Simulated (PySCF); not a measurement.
## A study: H4Si, SMILES `[SiH4]`

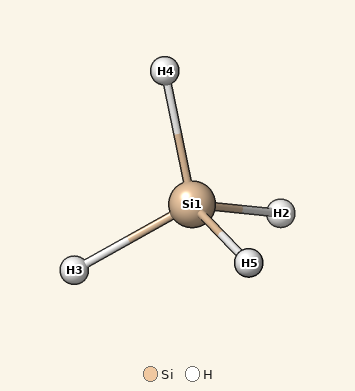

The molecule, with its atoms numbered as below. No frequency check shows the geometry to be a minimum.

Cartesian coordinates (Å):

```
Si1      0.0000    0.0000    0.0001
H2      -1.1052    0.4491    0.8429
H3       1.1052   -0.4491    0.8429
H4       0.4492    1.1048   -0.8433
H5      -0.4492   -1.1048   -0.8433
```

Part 1: Bonding charge

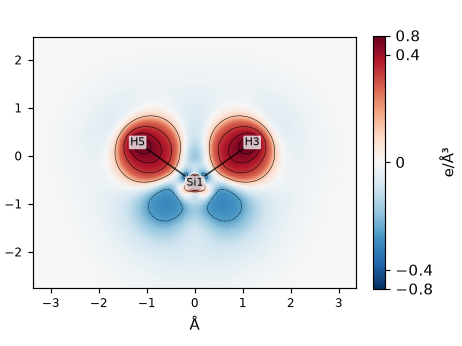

Deformation density (molecule less spherical, spin-averaged free atoms) in the plane of Si1, H3 and H5; colour scale in e/Å³, logarithmic beyond ±0.1; red: gain, blue: loss.

Computed with PySCF, PBE0/def2-TZVP, geometry: GFN2-xTB.

Q: How much density has each bond in this plane gained at its critical point, relative to the free atoms?

A: Si1–H3 and Si1–H5: +0.22 e/Å³ at the bond critical point (bond length 1.46 Å, Mayer order 1.0). In all, 1.2 electrons gather in the regions of gain relative to the promolecule.

Q: Where do the Hirshfeld charges lie?

A: The highest Hirshfeld charge is on Si1 (+0.29 e), the lowest on H2, H3, H4 and H5 (−0.07 e).

| atom | charge (e) |
| --- | --- |
| Si1 | +0.29 |
| H2 | −0.07 |
| H3 | −0.07 |
| H4 | −0.07 |
| H5 | −0.07 |

Part 2: Bond critical points

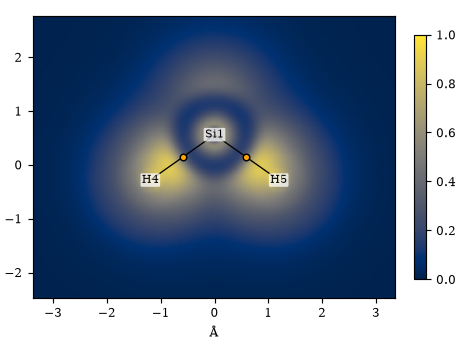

Localised orbital locator (LOL) in the plane of Si1, H4 and H5, with bond paths and bond critical points (dots).

Q: What values does LOL take at the bond critical points in this plane?

A: Si1–H4 and Si1–H5: about 0.41. Values above 0.5 mark slow, localised electrons, as in shared pairs; low values at a critical point mark a polar or closed-shell contact whose critical point lies between the shells.

Part 3: Electrostatic potential

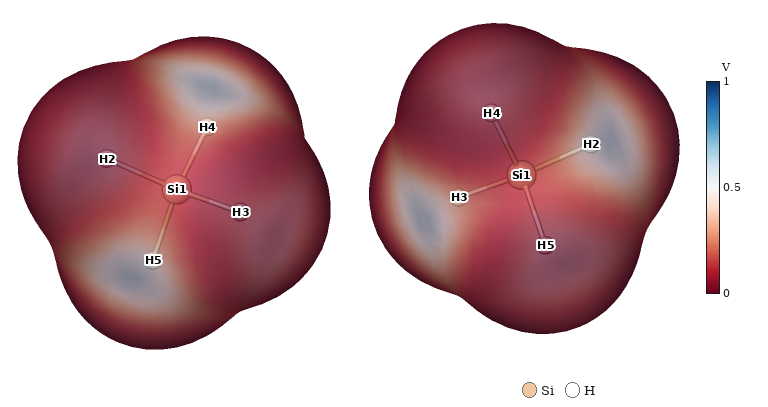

Electrostatic potential on the surface of electron density 0.001 a.u. (back view left, front view right).

Q: Where are the extremes of the potential on the surface?

A: Highest: 0.68 V, near Si1 (2.07 Å), H5 (2.07 Å), H2 (2.07 Å) and H3 (2.15 Å), and at like points elsewhere. Further maxima include 0.06 V, 1.4 Å from H4. Lowest: 0.00 V, 1.5 Å from H4, and at like points elsewhere. The surface is sampled at points, so like sites can differ by a few per cent and only the strongest of them is named.

Q: What volume does the surface enclose, and what is the dipole moment?

A: About 62 Å³; the dipole moment is 0.0 D.

Part 4: In an electric field

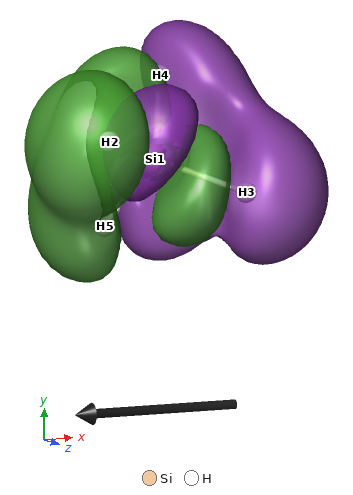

Change of the electron density in a uniform field of 0.21 V/Å along −x (arrow), surfaces at ±0.0008 e/Å³ (purple: gain, green: loss).

PySCF calculation, PBE0/def2-TZVP, gas phase; geometry: GFN2-xTB. A basis without diffuse functions makes polarisabilities too small.

The field was applied in both directions; the picture shows the one opposite to the script's first.

Q: How large is the response?

A: The induced dipole is 0.29 D (along the field); α along this axis, from the fields in both directions, is 29 bohr³ (4.2 Å³).

The PySCF runs shown took 6.6 s and 9.7 s on 1 thread of AMD EPYC 7571 (shared host).
